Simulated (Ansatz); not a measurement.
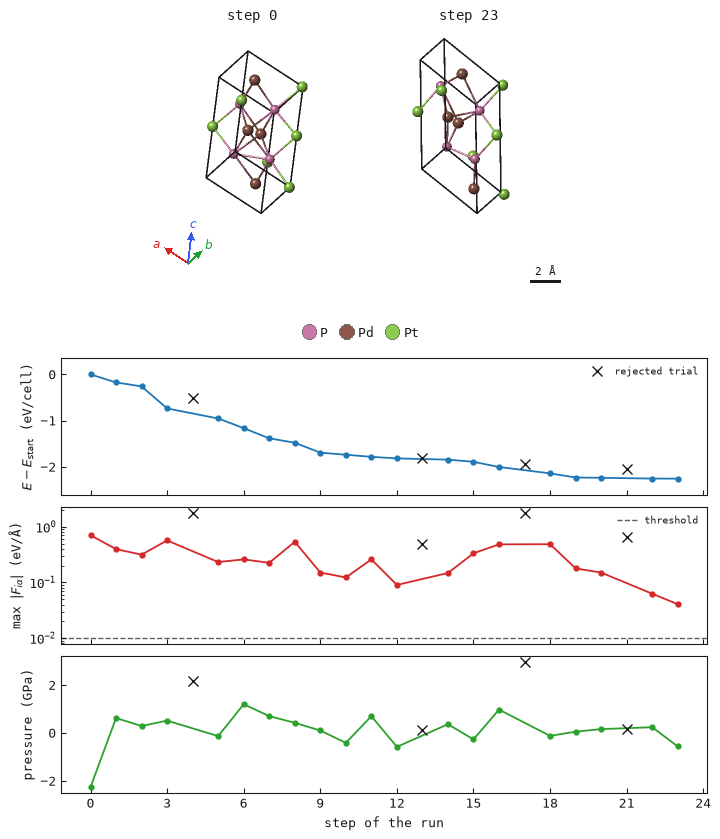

First and last geometry of a relaxation of solid P2Pd2Pt (built on the K2Te2Pd-71 type type), with the history of the run. A ball-and-stick model of the cell of the calculation, reduced to other axes, seen from a free direction. Lengths and directions refer to the drawn axes.

Case: shaken.

All numbers below come from DFT, PBEsol, plane waves, PAW in Ansatz 0.2.0. Set-up: plane-wave cutoff 420 eV; k-point mesh 6 × 6 × 6; occupations fermi dirac; smearing width 0.05 eV; no spin polarisation; cell and atoms relaxed; force threshold 0.01 eV/Å; at most 120 steps.

Q: Did the run converge, and what did it change?

A: The run was cut off at its time limit before the relaxation converged, so the last structure is only a point on the way. The atom that moves furthest relative to the cell is a Pd atom (0.69 Å along [2 −2 1]). By element the largest moves are Pd 0.69 Å, P 0.52 Å, Pt 0.38 Å. The volume changes by −1.0 %, with a 4.946 → 5.211 Å (+5.4 %), b 4.959 → 4.617 Å (−6.9 %), c 6.955 → 7.540 Å (+8.4 %), α 71.5° → 80.3°, β 69.9° → 58.1°, γ 76.5° → 75.5°. Among the contacts that change: P–Pd 2.674 → 3.537 Å, P–Pd 2.696 → 3.537 Å, P–Pd 2.603 → 3.436 Å, P–Pd 2.655 → 3.436 Å. Bonds break, among them: P–Pt (2.44 → 3.19 Å). Bond angles that change, for instance: Pd–P–P 61.2° → 102.2°, Pd–P–P 62.5° → 102.2°, P–P–Pd 61.4° → 95.2°. The space group (tolerance 0.01 Å) goes from P1 (No. 1) to P-1 (No. 2). The energy falls by 2.254 eV per cell of the calculation in 19 accepted moves (23 points after the start). The largest force component goes from 0.7 to 0.041 eV/Å. Pressure: −2.26 GPa at the start and −0.56 GPa at the end. The line search rejected the trial steps at points 4, 13, 17, 21 of the run.
